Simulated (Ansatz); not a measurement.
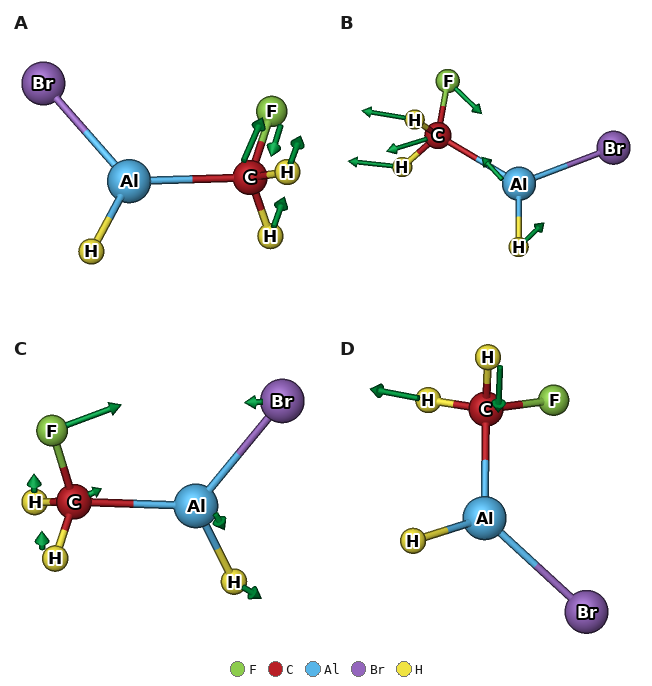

4 normal modes of one molecule or complex, as arrows. Harmonic vibrations computed with RKS PBE0-D4/def2-TZVP (Ansatz 0.2.0) at a stationary point of the same level.

**Match the panels to the wavenumbers 79 cm⁻¹, 305 cm⁻¹, 1062 cm⁻¹, 3052 cm⁻¹.**

A: 1062 cm⁻¹, C–F stretching
B: 305 cm⁻¹, angle bending
C: 79 cm⁻¹, angle bending
D: 3052 cm⁻¹, out-of-phase stretching of 2 C–H bonds
